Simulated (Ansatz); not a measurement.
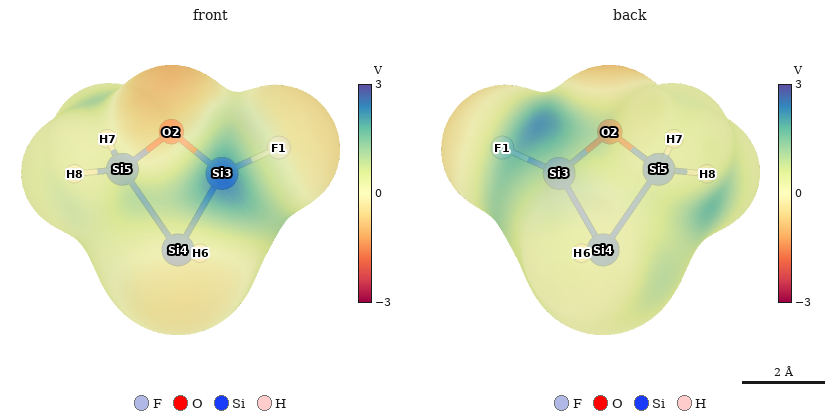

Figure 1: FH3OSi3. The molecular electrostatic potential painted on the density surface at 0.002 e/bohr³, seen from the front and from behind; red is negative and blue positive.

Geometry: r2SCAN-D4/def2-SVP.

All numbers below come from isolated molecule in a Gaussian basis; Kohn-Sham density functional theory, functional PBE0 in Ansatz.

Input

```
crystal:
  periodic: [false, false, false]
  atoms:
    - {symbol: F, position_ang: [1.054178, 2.444560, 2.290607]}
    - {symbol: O, position_ang: [-0.683560, 0.622903, 3.211297]}
    - {symbol: Si, position_ang: [0.905102, 1.024405, 3.034254]}
    - {symbol: Si, position_ang: [1.938175, -0.543113, 4.292748]}
    - {symbol: Si, position_ang: [-0.369324, -1.015460, 3.775012]}
    - {symbol: H, position_ang: [2.744082, -1.183666, 3.182114]}
    - {symbol: H, position_ang: [-0.772664, -1.975020, 2.706996]}
    - {symbol: H, position_ang: [-1.228016, -1.220503, 4.974741]}
basis:
  gaussian:
    orbitals: def2-TZVPD
hamiltonian:
  xc: {name: PBE0}
output: {forces: true, orbitals: {seedname: orbitals}}
```

Command:

```sh
ansatz run input.yaml --threads 1 --pin off --max-ram 2610MiB --events-out events.jsonl --progress --plain --runs-dir runs
```

Which sites attract a positive test charge, and which a negative one?

Answer. A positive charge is drawn to the negative regions and a negative charge to the positive ones. The most negative region (about −1.0 V) lies over O2, the most positive (about +2.3 V) over Si3.

How polar is the molecule by this calculation?

Answer. Its dipole moment is 0.91 D.
